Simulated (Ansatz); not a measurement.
**Profile along the Zn–S line in ZnS (wurtzite)**

ZnS (wurtzite)

```xyz
4
Lattice="3.8061 0.0000 0.0000 -1.9031 3.2962 0.0000 0.0000 0.0000 6.2447" Properties=species:S:1:pos:R:3 pbc="T T T"
Zn     1.9031     1.0987     6.2432
Zn     0.0000     2.1975     3.1208
S      1.9031     1.0987     3.9058
S      0.0000     2.1975     0.7834
```

Fields along a shortest Zn–S line of a (1 -1 0 0) plane (2.34 Å), from Zn to S, interpolated on the slice's grid (step about 0.2 Å). Level of theory: r2SCAN (plane waves to 500 eV, PAW, scalar-relativistic; Ansatz, an electronic-structure program). k mesh 10×10×6. These are valence fields of a PAW run, semicore shells included where kept as valence: close to a nucleus they are smooth pseudo fields. ZnS was relaxed with its symmetry unable to fall.

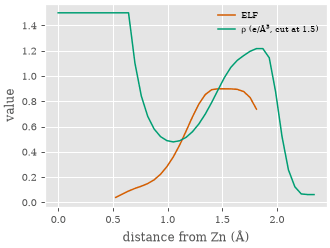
*ELF (away from the nuclei) and valence density from Zn to S.*

Density on the Zn–S line (2.34 Å) at its density minimum, 1.1 Å from Zn: 0.48 e/Å³. ELF at that point: 0.4. ELF maximum in the middle third of the Zn–S line: 0.90, 1.5 Å from Zn.
